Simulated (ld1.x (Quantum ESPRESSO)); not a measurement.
# Indium: generating and testing a TM potential

Do these settings give a usable potential? It is generated, then checked for transferability, scattering, ghosts and hardness.

Program: ld1.x (Quantum ESPRESSO) 7.5. Reference atom: PBEsol, scalar-relativistic, spherical and spin-unpolarised. All values are calculated.

## (1) The design

Typed settings, in words:

```json
{"element": "indium (In, Z = 49)", "type": "norm-conserving Troullier–Martins (Kleinman–Bylander form)", "frozen core": "[Kr] 4d10", "valence charge": "3", "reference configuration": "5s2 5p1", "partial waves": "5p (bound): rc 3.00 bohr; 5d channel at 0.05 Ry: rc 2.50 bohr; 5s (bound): rc 2.00 bohr", "local potential": "the s channel", "core correction": "not asked for"}
```

The nodes and maxima of the atom's own shells, from an earlier all-electron run, set the scale for the radii.

All-electron outer shells of the reference configuration (PBEsol, scalar-relativistic, ld1.x):

| shell | level (eV) | outermost node (bohr) | outermost maximum (bohr) |
| --- | --- | --- | --- |
| 4p | -78.02 | 0.42 | 0.82 |
| 4d | -18.59 | 0.40 | 0.94 |
| 5s | -8.25 | 1.02 | 2.16 |
| 5p | -2.52 | 1.14 | 2.85 |

## (2) Generation

Input file In.in:

```
 &input
   title='In', zed=49., rel=1, dft='PBESOL', iswitch=3,
   config='[Kr] 4d10 5s2 5p1 5d-2',
   nld=3, rlderiv=3.25, eminld=-3.0, emaxld=5.0, deld=0.02
 /
 &inputp
   pseudotype=2, tm=.true., lloc=0,
   nlcc=.false.,
   file_pseudopw='In.UPF', file_wfcaegen='ae.wfc', file_wfcncgen='nc.wfc', file_beta='beta', file_chi='chi'
 /
3
5P  2  1   1.00   0.00  3.00  3.00  0.0
5D  3  2  -2.00   0.05  2.50  2.50  0.0
5S  1  0   2.00   0.00  2.00  2.00  0.0
 &test
   configts(1)='5s2 5p1'
 /
```

Started as:

```bash
$ ld1.x < In.in > In.out
```

The output, In.out (without the banner and most projector matrices):

```text
     Program LD1 v.7.5
     --------------------------- All-electron run ----------------------------

     In
     scalar relativistic calculation

     atomic number is 49.00
     dft =PBESOL   lsd =0 sic =0 latt =0  beta=0.20 tr2=1.0E-14
     Exchange-correlation= PBESOL
                           (   1   4  10   8   0   0   0)
     mesh =1241 r(mesh) = 100.30140 a.u. xmin = -7.00 dx = 0.01250
     1 Ry =  13.60569312 eV, c = 137.03599908

     n l     nl                  e(Ry)          e(Ha)          e(eV)
     1 0     1S 1( 2.00)     -2038.8152     -1019.4076    -27739.4935
     2 0     2S 1( 2.00)      -305.2883      -152.6441     -4153.6584
     2 1     2P 1( 6.00)      -274.0597      -137.0298     -3728.7720
     3 0     3S 1( 2.00)       -57.9122       -28.9561      -787.9358
     3 1     3P 1( 6.00)       -47.6874       -23.8437      -648.8199
     4 0     4S 1( 2.00)        -8.7835        -4.3917      -119.5056
     4 1     4P 1( 6.00)        -5.7343        -2.8671       -78.0186
     3 2     3D 1(10.00)       -31.8022       -15.9011      -432.6907
     4 2     4D 1(10.00)        -1.3664        -0.6832       -18.5910
     5 0     5S 1( 2.00)        -0.6067        -0.3034        -8.2552
     5 1     5P 1( 1.00)        -0.1851        -0.0926        -2.5184

     final scf error:  8.1E-15 reached in  27 iterations

     Etot =  -11757.921599 Ry,   -5878.960800 Ha, -159974.673041 eV

     Ekin =   12254.582321 Ry,    6127.291161 Ha,  166732.086414 eV
     Encl =  -28435.918271 Ry,  -14217.959136 Ha, -386890.377672 eV
     Eh   =    4736.999629 Ry,    2368.499814 Ha,   64450.163273 eV
     Exc  =    -313.585278 Ry,    -156.792639 Ha,   -4266.545055 eV

     normalization and overlap integrals

     s(1S/1S) =  1.000000  <r> =   0.0297  <r2> =    0.0012  r(max) =   0.0192
     s(2S/2S) =  1.000000  <r> =   0.1286  <r2> =    0.0195  r(max) =   0.1090
     s(2P/2P) =  1.000000  <r> =   0.1122  <r2> =    0.0154  r(max) =   0.0870
     s(3S/3S) =  1.000000  <r> =   0.3488  <r2> =    0.1392  r(max) =   0.3153
     s(3P/3P) =  1.000000  <r> =   0.3473  <r2> =    0.1400  r(max) =   0.3075
     s(4S/4S) =  1.000000  <r> =   0.8479  <r2> =    0.8144  r(max) =   0.7658
     s(4P/4P) =  1.000000  <r> =   0.9219  <r2> =    0.9730  r(max) =   0.8152
     s(3D/3D) =  1.000000  <r> =   0.3245  <r2> =    0.1251  r(max) =   0.2581
     s(4D/4D) =  1.000000  <r> =   1.1839  <r2> =    1.6866  r(max) =   0.9354
     s(5S/5S) =  1.000000  <r> =   2.6031  <r2> =    7.7877  r(max) =   2.1612
     s(5P/5P) =  1.000000  <r> =   3.7012  <r2> =   16.2566  r(max) =   2.8453

     ------------------------ End of All-electron run ------------------------

     --------------------- Generating NC pseudopotential ---------------------

      Generating local pot.: lloc=0, matching radius rcloc =   2.0000

      Wfc   5P  rcut= 3.029  Using Troullier-Martins method

      Wfc   5D  rcut= 2.480  Using Troullier-Martins method

     ------------------- End of pseudopotential generation -------------------

     [... the all-electron block is printed once more ...]


     Computing logarithmic derivative in   3.24446
     Message from routine run_pseudo:
     Warning: convergence not achieved
     Computing logarithmic derivative in   3.24446
     Computing the partial wave expansion
       no projector for channel:   0
     R is outside the sphere for l=    1 j= 0.00
     R is outside the sphere for l=    2 j= 0.00

     ---------------------- Testing the pseudopotential ----------------------

     In
     scalar relativistic calculation

     atomic number is 49.00   valence charge is  3.00
     dft =PBESOL   lsd =0 sic =0 latt =0  beta=0.20 tr2=1.0E-14
     mesh =1241 r(mesh) = 100.30140 xmin = -7.00 dx = 0.01250

     n l     nl             e AE (Ry)        e PS (Ry)    De AE-PS (Ry)
     1 0     5S   1( 2.00)       -0.60675       -0.60675        0.00000
     2 1     5P   1( 1.00)       -0.18510       -0.18510        0.00000

     eps = 1.9E-12  iter =201

     Etot =  -11757.921599 Ry,   -5878.960800 Ha, -159974.673041 eV
     Etotps =    -3.822898 Ry,      -1.911449 Ha,     -52.013171 eV

     Ekin =       1.247858 Ry,       0.623929 Ha,      16.977967 eV
     Encl =      -6.732959 Ry,      -3.366480 Ha,     -91.606580 eV
     Ehrt =       2.762300 Ry,       1.381150 Ha,      37.583010 eV
     Ecxc =      -1.139971 Ry,      -0.569986 Ha,     -15.510100 eV
     Epseu=       0.039875 Ry,       0.019938 Ha,       0.542532 eV

     ---------------------- End of pseudopotential test ----------------------
```

Wall time 2.8 s (1 thread, shared host). This counts the later configuration tests of the new file too.

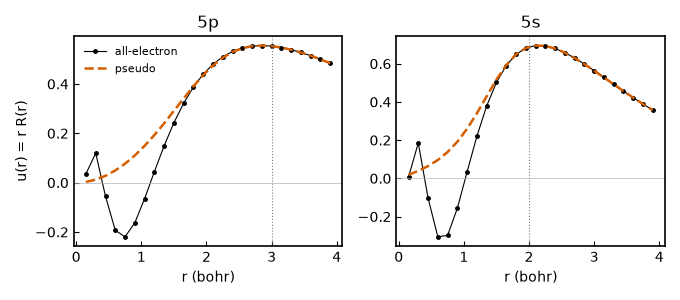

All-electron and pseudo partial waves (5p, 5s), with the matching radii dotted. The curves join 26 sampled radii, too few to resolve the innermost nodes.

## (3) Transferability test

Input file In.test.in:

```
 &input
   title='In', zed=49., rel=1, dft='PBESOL', iswitch=2,
   config='[Kr] 4d10 5s2 5p1 5d-2'
 /
 &test
   file_pseudo='In.UPF', nconf=8,
   configts(1)='5s2 5p1',
   configts(2)='5s2 5p0',
   configts(3)='5s1 5p0',
   configts(4)='5s2 5p0.5',
   configts(5)='5s1 5p1',
   configts(6)='5s0 5p3',
   configts(7)='5s1 5p2',
   configts(8)='5s2 5p1.3'
 /
```

Started as:

```bash
$ ld1.x < In.test.in > In.test.out
```

In.test.out, the pseudopotential blocks, each with the warnings that came before it:

```text
     Warning: convergence not achieved
     ---------------------- Testing the pseudopotential ----------------------

     In
     scalar relativistic calculation

     atomic number is 49.00   valence charge is  3.00
     dft =PBESOL   lsd =0 sic =0 latt =0  beta=0.20 tr2=1.0E-14
     mesh =1241 r(mesh) = 100.30140 xmin = -7.00 dx = 0.01250

     n l     nl             e AE (Ry)        e PS (Ry)    De AE-PS (Ry)
     1 0     5S   1( 2.00)       -0.60675       -0.60675        0.00000
     2 1     5P   1( 1.00)       -0.18510       -0.18510        0.00000

     eps = 7.7E-12  iter =201

     Etot =  -11757.921599 Ry,   -5878.960800 Ha, -159974.673041 eV
     Etotps =    -3.822898 Ry,      -1.911449 Ha,     -52.013171 eV

     Ekin =       1.247858 Ry,       0.623929 Ha,      16.977967 eV
     Encl =      -6.732959 Ry,      -3.366480 Ha,     -91.606580 eV
     Ehrt =       2.762300 Ry,       1.381150 Ha,      37.583010 eV
     Ecxc =      -1.139971 Ry,      -0.569986 Ha,     -15.510100 eV
     Epseu=       0.039875 Ry,       0.019938 Ha,       0.542532 eV

     ---------------------- End of pseudopotential test ----------------------

     Warning: convergence not achieved
     ---------------------- Testing the pseudopotential ----------------------

     In
     scalar relativistic calculation

     atomic number is 49.00   valence charge is  3.00
     dft =PBESOL   lsd =0 sic =0 latt =0  beta=0.20 tr2=1.0E-14
     mesh =1241 r(mesh) = 100.30140 xmin = -7.00 dx = 0.01250

     n l     nl             e AE (Ry)        e PS (Ry)    De AE-PS (Ry)
     1 0     5S   1( 2.00)       -1.10129       -1.10268        0.00138
     2 1     5P   1( 0.00)       -0.61861       -0.61791       -0.00070

     eps = 2.9E-11  iter =201

     Etot =  -11757.527606 Ry,   -5878.763803 Ha, -159969.312486 eV
     Etotps =    -3.428920 Ry,      -1.714460 Ha,     -46.652827 eV
     dEtot_ae =       0.393994 Ry
     dEtot_ps =       0.393978 Ry,   Delta E=       0.000016 Ry

     Ekin =       0.924988 Ry,       0.462494 Ha,      12.585110 eV
     Encl =      -5.010062 Ry,      -2.505031 Ha,     -68.165371 eV
     Ehrt =       1.458924 Ry,       0.729462 Ha,      19.849669 eV
     Ecxc =      -0.802770 Ry,      -0.401385 Ha,     -10.922236 eV

     ---------------------- End of pseudopotential test ----------------------

     Warning: convergence not achieved
     ---------------------- Testing the pseudopotential ----------------------

     In
     scalar relativistic calculation

     atomic number is 49.00   valence charge is  3.00
     dft =PBESOL   lsd =0 sic =0 latt =0  beta=0.20 tr2=1.0E-14
     mesh =1241 r(mesh) = 100.30140 xmin = -7.00 dx = 0.01250

     n l     nl             e AE (Ry)        e PS (Ry)    De AE-PS (Ry)
     1 0     5S   1( 1.00)       -1.74067       -1.72914       -0.01153  !
     2 1     5P   1( 0.00)       -1.18630       -1.17733       -0.00898  !

     eps = 2.0E-10  iter =201

     Etot =  -11756.110718 Ry,   -5878.055359 Ha, -159950.034744 eV
     Etotps =    -2.014151 Ry,      -1.007076 Ha,     -27.403921 eV
     dEtot_ae =       1.810881 Ry
     dEtot_ps =       1.808746 Ry,   Delta E=       0.002135 Ry

     Ekin =       0.526616 Ry,       0.263308 Ha,       7.164971 eV
     Encl =      -2.579291 Ry,      -1.289645 Ha,     -35.093038 eV
     Ehrt =       0.385080 Ry,       0.192540 Ha,       5.239281 eV
     Ecxc =      -0.346556 Ry,      -0.173278 Ha,      -4.715135 eV

     ---------------------- End of pseudopotential test ----------------------

     Warning: convergence not achieved
     ---------------------- Testing the pseudopotential ----------------------

     In
     scalar relativistic calculation

     atomic number is 49.00   valence charge is  3.00
     dft =PBESOL   lsd =0 sic =0 latt =0  beta=0.20 tr2=1.0E-14
     mesh =1241 r(mesh) = 100.30140 xmin = -7.00 dx = 0.01250

     n l     nl             e AE (Ry)        e PS (Ry)    De AE-PS (Ry)
     1 0     5S   1( 2.00)       -0.84173       -0.84245        0.00072
     2 1     5P   1( 0.50)       -0.39024       -0.39023       -0.00002

     eps = 1.6E-11  iter =201

     Etot =  -11757.778948 Ry,   -5878.889474 Ha, -159972.732176 eV
     Etotps =    -3.680207 Ry,      -1.840104 Ha,     -50.071772 eV
     dEtot_ae =       0.142651 Ry
     dEtot_ps =       0.142690 Ry,   Delta E=      -0.000039 Ry

     Ekin =       1.118024 Ry,       0.559012 Ha,      15.211486 eV
     Encl =      -5.931338 Ry,      -2.965669 Ha,     -80.699963 eV
     Ehrt =       2.089351 Ry,       1.044675 Ha,      28.427067 eV
     Ecxc =      -0.980383 Ry,      -0.490192 Ha,     -13.338794 eV
     Epseu=       0.024139 Ry,       0.012070 Ha,       0.328432 eV

     ---------------------- End of pseudopotential test ----------------------

     Warning: convergence not achieved
     ---------------------- Testing the pseudopotential ----------------------

     In
     scalar relativistic calculation

     atomic number is 49.00   valence charge is  3.00
     dft =PBESOL   lsd =0 sic =0 latt =0  beta=0.20 tr2=1.0E-14
     mesh =1241 r(mesh) = 100.30140 xmin = -7.00 dx = 0.01250

     n l     nl             e AE (Ry)        e PS (Ry)    De AE-PS (Ry)
     1 0     5S   1( 1.00)       -1.17404       -1.17127       -0.00278
     2 1     5P   1( 1.00)       -0.67864       -0.67941        0.00077

     eps = 5.3E-11  iter =201

     Etot =  -11757.038556 Ry,   -5878.519278 Ha, -159962.658626 eV
     Etotps =    -2.940444 Ry,      -1.470222 Ha,     -40.006785 eV
     dEtot_ae =       0.883043 Ry
     dEtot_ps =       0.882453 Ry,   Delta E=       0.000590 Ry

     Ekin =       1.060275 Ry,       0.530137 Ha,      14.425773 eV
     Encl =      -4.644580 Ry,      -2.322290 Ha,     -63.192733 eV
     Ehrt =       1.299955 Ry,       0.649977 Ha,      17.686787 eV
     Ecxc =      -0.714631 Ry,      -0.357316 Ha,      -9.723055 eV
     Epseu=       0.058537 Ry,       0.029269 Ha,       0.796443 eV

     ---------------------- End of pseudopotential test ----------------------

     ---------------------- Testing the pseudopotential ----------------------

     In
     scalar relativistic calculation

     atomic number is 49.00   valence charge is  3.00
     dft =PBESOL   lsd =0 sic =0 latt =0  beta=0.20 tr2=1.0E-14
     mesh =1241 r(mesh) = 100.30140 xmin = -7.00 dx = 0.01250

     n l     nl             e AE (Ry)        e PS (Ry)    De AE-PS (Ry)
     1 0     5S   1( 0.00)       -0.74305       -0.73550       -0.00754  !
     2 1     5P   1( 3.00)       -0.28320       -0.28235       -0.00085

     eps = 5.8E-16  iter =  9

     Etot =  -11757.038695 Ry,   -5878.519348 Ha, -159962.660526 eV
     Etotps =    -2.945800 Ry,      -1.472900 Ha,     -40.079653 eV
     dEtot_ae =       0.882904 Ry
     dEtot_ps =       0.877097 Ry,   Delta E=       0.005806 Ry

     Ekin =       1.506833 Ry,       0.753417 Ha,      20.501509 eV
     Encl =      -5.991015 Ry,      -2.995508 Ha,     -81.511912 eV
     Ehrt =       2.396326 Ry,       1.198163 Ha,      32.603678 eV
     Ecxc =      -1.000704 Ry,      -0.500352 Ha,     -13.615272 eV
     Epseu=       0.142760 Ry,       0.071380 Ha,       1.942344 eV

     ---------------------- End of pseudopotential test ----------------------

     Warning: convergence not achieved
     ---------------------- Testing the pseudopotential ----------------------

     In
     scalar relativistic calculation

     atomic number is 49.00   valence charge is  3.00
     dft =PBESOL   lsd =0 sic =0 latt =0  beta=0.20 tr2=1.0E-14
     mesh =1241 r(mesh) = 100.30140 xmin = -7.00 dx = 0.01250

     n l     nl             e AE (Ry)        e PS (Ry)    De AE-PS (Ry)
     1 0     5S   1( 1.00)       -0.67969       -0.67718       -0.00251
     2 1     5P   1( 2.00)       -0.23782       -0.23808        0.00026

     eps = 2.9E-11  iter =201

     Etot =  -11757.489661 Ry,   -5878.744830 Ha, -159968.796224 eV
     Etotps =    -3.392190 Ry,      -1.696095 Ha,     -46.153099 eV
     dEtot_ae =       0.431938 Ry
     dEtot_ps =       0.430707 Ry,   Delta E=       0.001231 Ry

     Ekin =       1.364490 Ry,       0.682245 Ha,      18.564834 eV
     Encl =      -6.341349 Ry,      -3.170675 Ha,     -86.278453 eV
     Ehrt =       2.552958 Ry,       1.276479 Ha,      34.734766 eV
     Ecxc =      -1.056560 Ry,      -0.528280 Ha,     -14.375236 eV
     Epseu=       0.088271 Ry,       0.044136 Ha,       1.200991 eV

     ---------------------- End of pseudopotential test ----------------------

     Warning: convergence not achieved
     ---------------------- Testing the pseudopotential ----------------------

     In
     scalar relativistic calculation

     atomic number is 49.00   valence charge is  3.00
     dft =PBESOL   lsd =0 sic =0 latt =0  beta=0.20 tr2=1.0E-14
     mesh =1241 r(mesh) = 100.30140 xmin = -7.00 dx = 0.01250

     n l     nl             e AE (Ry)        e PS (Ry)    De AE-PS (Ry)
     1 0     5S   1( 2.00)       -0.48278       -0.48258       -0.00020
     2 1     5P   1( 1.30)       -0.07765       -0.07769        0.00004

     eps = 4.2E-11  iter =201

     Etot =  -11757.960649 Ry,   -5878.980324 Ha, -159975.204336 eV
     Etotps =    -3.861956 Ry,      -1.930978 Ha,     -52.544594 eV
     dEtot_ae =      -0.039050 Ry
     dEtot_ps =      -0.039059 Ry,   Delta E=       0.000009 Ry

     Ekin =       1.293832 Ry,       0.646916 Ha,      17.603486 eV
     Encl =      -7.139270 Ry,      -3.569635 Ha,     -97.134719 eV
     Ehrt =       3.158786 Ry,       1.579393 Ha,      42.977475 eV
     Ecxc =      -1.220631 Ry,      -0.610316 Ha,     -16.607536 eV
     Epseu=       0.045327 Ry,       0.022663 Ha,       0.616700 eV

     ---------------------- End of pseudopotential test ----------------------
```

Energies count from the reference configuration 5s2 5p1; the error is all-electron less pseudo. A star marks tests that logged a warning.

| valence configuration | charge | ΔE all-electron (eV) | error AE − PS (meV) |
| --- | --- | --- | --- |
| 5s2 5p0 * | +1 | 5.361 | +0.2 |
| 5s1 5p0 * | +2 | 24.638 | +29 |
| 5s2 5p0.5 * | +0.5 | 1.941 | -0.5 |
| 5s1 5p1 * | +1 | 12.014 | +8.0 |
| 5s0 5p3 | 0 | 12.013 | +79 |
| 5s1 5p2 * | 0 | 5.877 | +17 |
| 5s2 5p1.3 * | -0.3 | -0.531 | +0.1 |

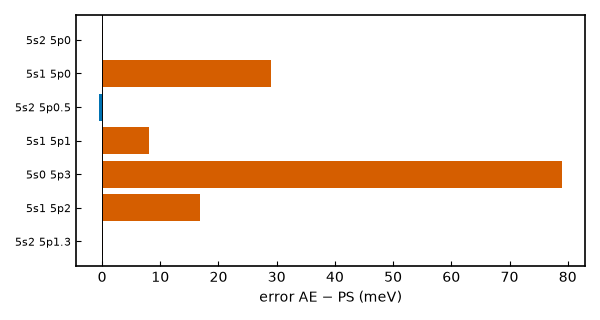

Error of the potential in each test configuration.

## (4) Logarithmic derivatives

Taken from the files of the generation run. The phase is arctan(r·u′/u) with u = r·R, unwrapped, with energies in Ry. A pole is an energy at which the radial function vanishes at the test radius. The pseudo phase is shifted by a multiple of π to meet the all-electron one at the reference energy. Levels narrower than the energy grid can be missing from the poles. The last column is the largest difference on the grid between −1 and +1 Ry.

| channel | radius (bohr) | reference (Ry) | poles AE | poles PS | window around the reference with phases within 0.05 rad (Ry) | largest difference near zero (rad) |
| --- | --- | --- | --- | --- | --- | --- |
| s | 3.24 | -0.61 | -0.02, 4.98 | -0.02, 4.37 | below 1.5 | 0.008 |
| p | 3.24 | -0.19 | 0.88 | 0.86 | below 2.2 | 0.005 |
| d | 3.24 | 0.05 | -1.34, 2.51 | 2.05 | -1.2 to 0.6 | 0.166 |

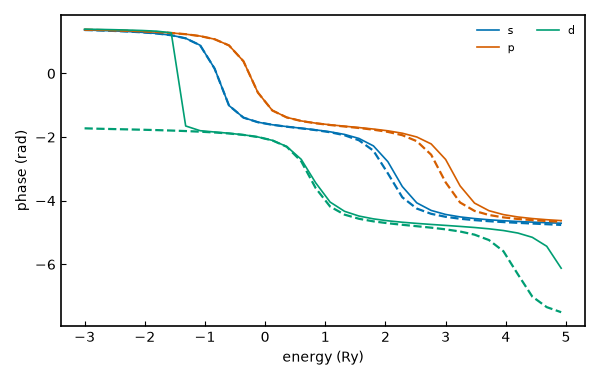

Phases by channel: all-electron solid, pseudo dashed.

## (5) Plane-wave convergence, by spherical Bessel functions

A separate test, outside the generator: the pseudo-atom's Hamiltonian at the reference potential is diagonalised in spherical Bessel functions j_l(qr) that vanish at 20 bohr, with q² up to the cutoff.

All-electron valence levels (Ry): 5p -0.1851, 5s -0.6068. The lowest levels of each channel (Ry) by cutoff; the last column sums, over occupied levels, occupation times the distance from the level at 400 Ry. A positive value at high cutoff is not a bound level.

```csv
cutoff (Ry),p #1,d #1,s #1,f #1,Σ f·Δε (mRy)
8,-0.1841,0.0430,-0.5978,0.1005,18.9
10,-0.1848,0.0428,-0.6006,0.1005,12.6
15,-0.1850,0.0415,-0.6014,0.1005,10.8
18,-0.1850,0.0354,-0.6039,0.1005,5.8
21,-0.1851,-0.0300,-0.6054,0.1005,2.8
25,-0.1851,-0.4758,-0.6062,0.1005,1.1
30,-0.1851,-1.4716,-0.6065,0.1005,0.5
35,-0.1851,-2.2402,-0.6065,0.1005,0.5
40,-0.1851,-2.7684,-0.6066,0.1005,0.3
400,-0.1851,-3.3608,-0.6068,0.1005,0.0
```

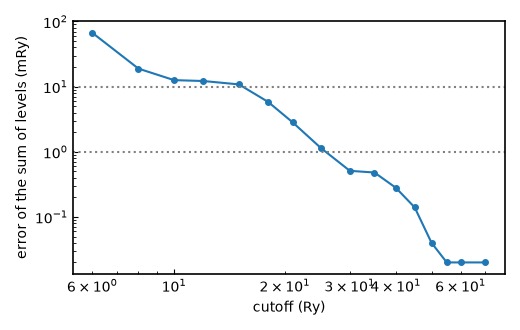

Occupation-weighted error of the valence levels against the cutoff; the dotted lines mark 10 and 1 mRy.

The sum stays within 10 mRy from 18 Ry and within 1 mRy from 30 Ry. The sum leaves out empty levels, which can need more. Ghost test: ghost state, bound below the all-electron valence or empty levels of the same l: d at -45.7 eV.

## (6) Summary of results

| quantity | value |
| --- | --- |
| cutoffs for 10 and 1 mRy, occupied levels | 18 Ry and 30 Ry |
| bound ghosts | d at -45.73 eV |
| largest test error (AE − PS) | +79 meV, for 5s0 5p3 |
| largest phase difference near zero energy, channels read | 0.166 rad |

A bound ghost (d) makes it unfit for use: electrons can fall into a state that the atom doesn't have. The worst unpolarised test, 5s0 5p3, is off by 79 meV on 12.0 eV; by total energies transferability rates as fair. It counts as soft on the atom at that tolerance, with 18 Ry needed at the looser tolerance. The slowest occupied level is 5s: taken alone it needs 25 Ry to come within 1 mRy, against 8 Ry for 5p. Of the channels read, d scatters worst near zero energy, by up to 0.17 rad. These are tests on the free atom; a crystal test is still owed.
